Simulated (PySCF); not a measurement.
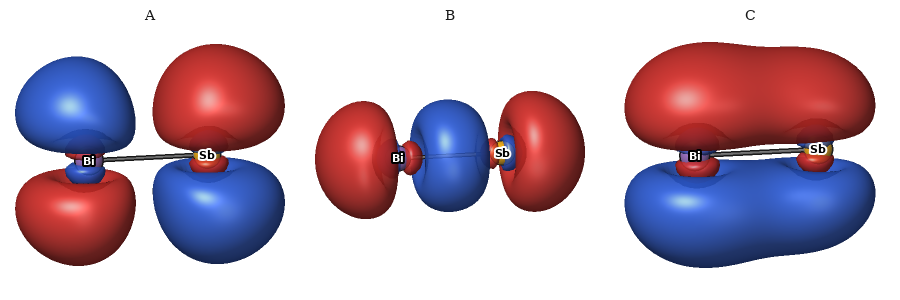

*BiSb. Three frontier orbitals, each drawn at the value that holds 80 % of its norm (red and blue are the two phases), in no order; of a degenerate pair one member is drawn.*

⟨S²⟩ = 0.08, above the pure value of 0.00; core potentials replace the inner electrons of Bi and Sb.

Theory: PBE0/cc-pVDZ(-PP), non-relativistic Hamiltonian with scalar-relativistic core potentials where named, at a bond length of 2.588 Å (PySCF 2.14.0).

> Name the orbitals and rank them from lowest to highest energy.

Orbital B: σ, occupied, −6.87 eV; shared between the atoms (Bi 50 %, Sb 50 %).
Orbital C: π, occupied, −6.27 eV; bonding, with no node between the atoms.
Orbital A: π, empty, −2.72 eV; antibonding, with a node between the atoms.
